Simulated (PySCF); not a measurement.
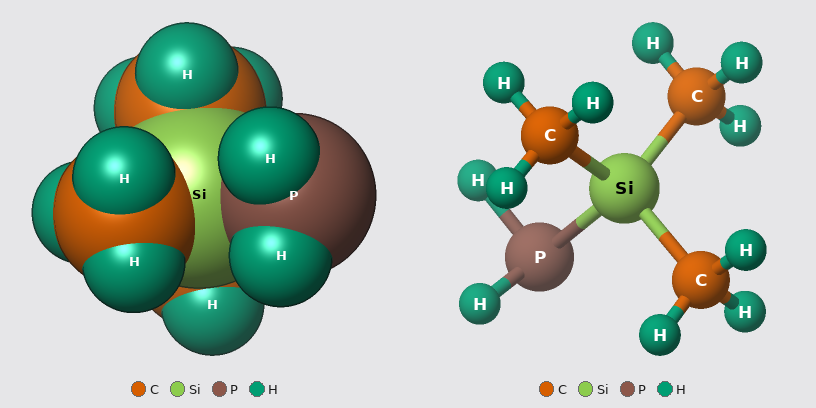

The same structure drawn twice, from different directions.

Computed geometry: PBE0-D3(BJ)/def2-TZVP optimisation. No frequency run is at hand to confirm it as a minimum.

**Count the atoms of each element.**

C3H11PSi, 16 atoms: 3 carbon, 11 hydrogen, 1 phosphorus and 1 silicon.

**What is its SMILES?**

C[Si](C)(C)P

More results for the same structure follow; atom numbers are the same in all pictures, views and colours differ.

Geometry

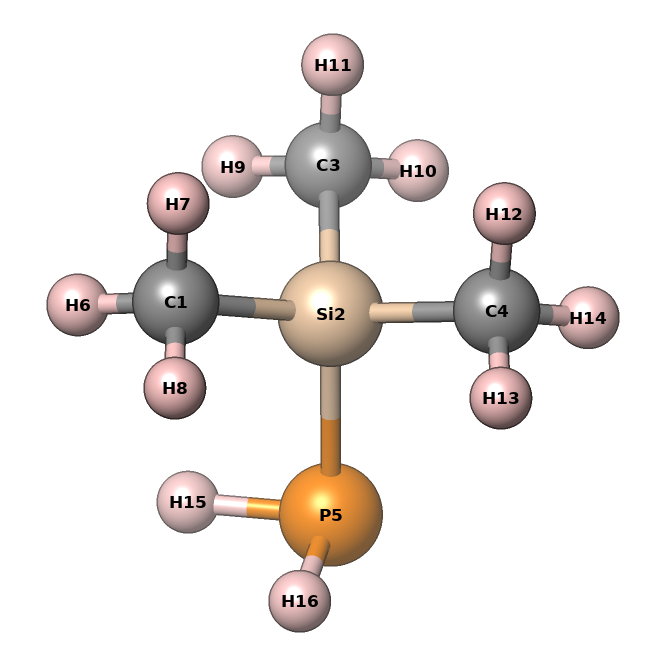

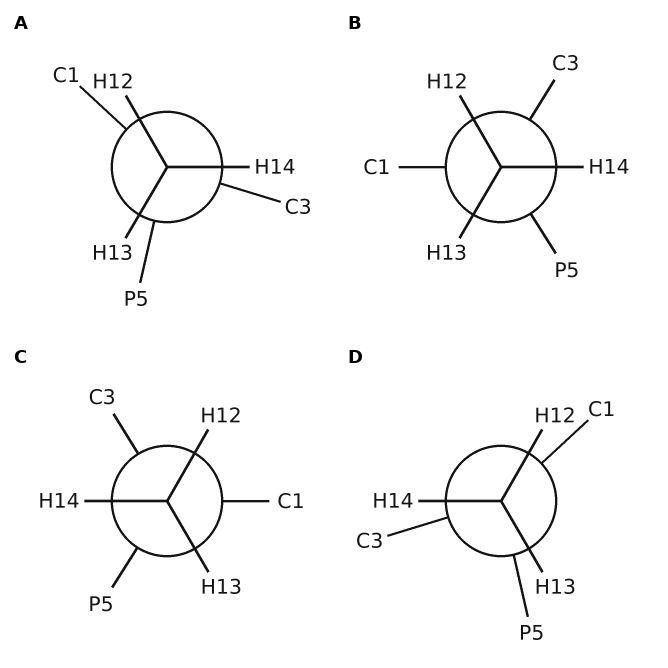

Distant atoms are faded towards the background colour. Bonds that would overlap in a projection are set slightly apart. No frequency run is at hand to confirm it as a minimum.

**Which Newman projection shows the view along C4–Si2, with C4 in front?**

B. The torsion angle H12–C4–Si2–P5 is 178°, antiperiplanar (anti).

Dipole moment

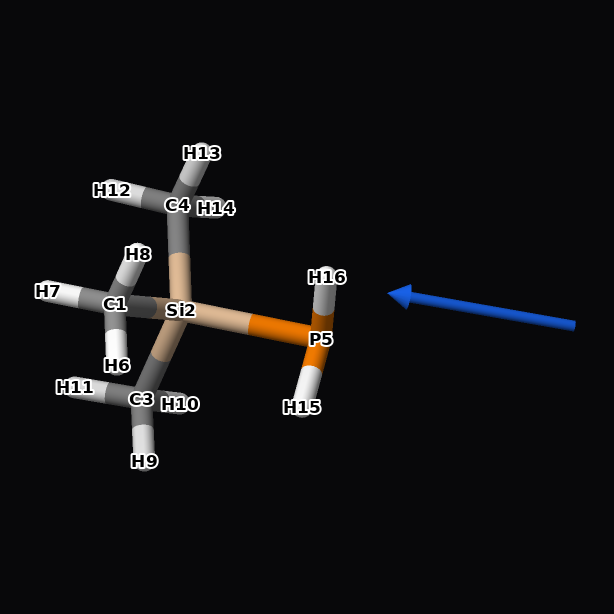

The arrow beside the molecule shows the direction of the dipole moment, from the negative to the positive end (its length means nothing). No frequency run is at hand to confirm it as a minimum. Method: PBE0/pcSseg-2, gas phase (PySCF 2.14.0).

**Estimate the dipole moment.**

1.56 D; it points from the side of P5 to the side of H7 (the outermost atoms at the two ends).

NMR shielding

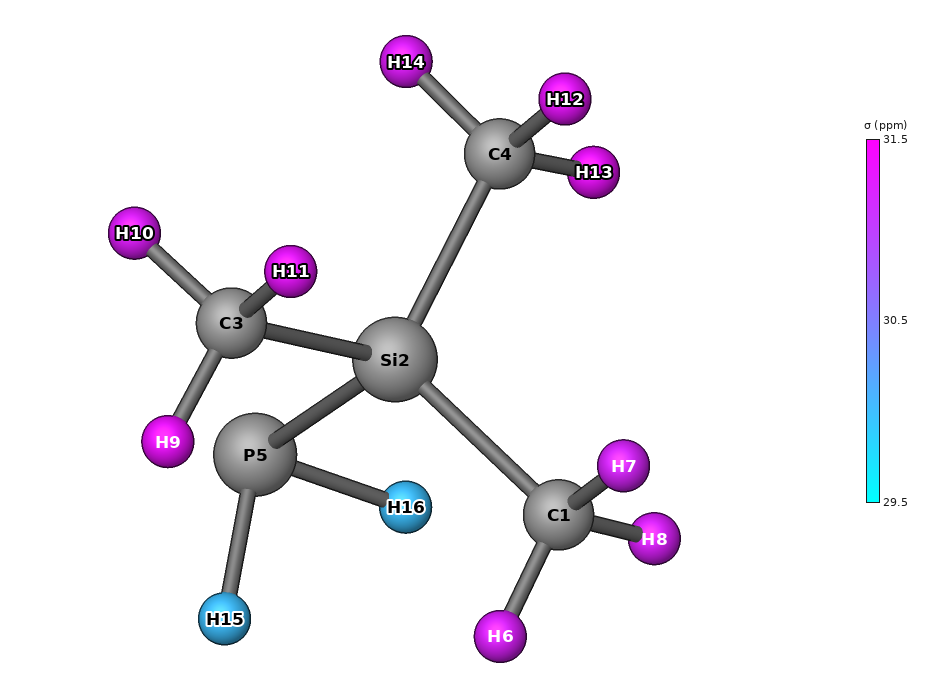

Atoms are coloured by their isotropic NMR shieldings (H only, the others grey). No frequency run is at hand to confirm it as a minimum. Level of theory: GIAO PBE0/pcSseg-2 NMR shielding, non-relativistic, gas phase (PySCF 2.14.0).

List the isotropic NMR shieldings of the H atoms.

```csv
atom,σ (ppm)
H6,31.24
H7,31.21
H8,31.24
H9,31.37
H10,31.27
H11,31.33
H12,31.34
H13,31.36
H14,31.27
H15,30.00
H16,29.99
```

Charges

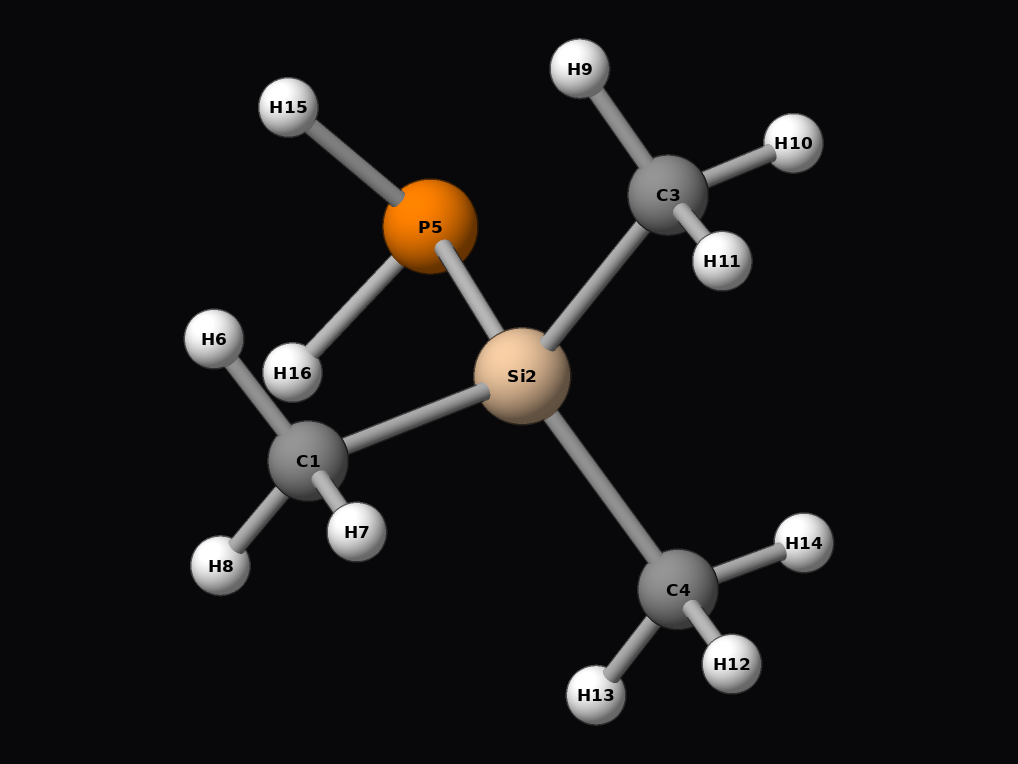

The questions are on Mulliken charges. No frequency run is at hand to confirm it as a minimum. Level of theory: PBE0/pcSseg-2, gas phase (PySCF 2.14.0).

**Which atom carries the highest charge (most positive or least negative)?**

Si2 (0.41 e).

**And the lowest?**

C3, C4 (−0.26 e).

Give the Mulliken charges atom by atom.

```
atom  value (e)
  C1      −0.24
 Si2       0.41
  C3      −0.26
  C4      −0.26
  P5      −0.07
  H6       0.06
  H7       0.04
  H8       0.06
  H9       0.05
 H10       0.06
 H11       0.04
 H12       0.04
 H13       0.06
 H14       0.06
 H15      −0.02
 H16      −0.02
```

Mulliken values depend strongly on the basis set and can even reverse the polarity of a bond.
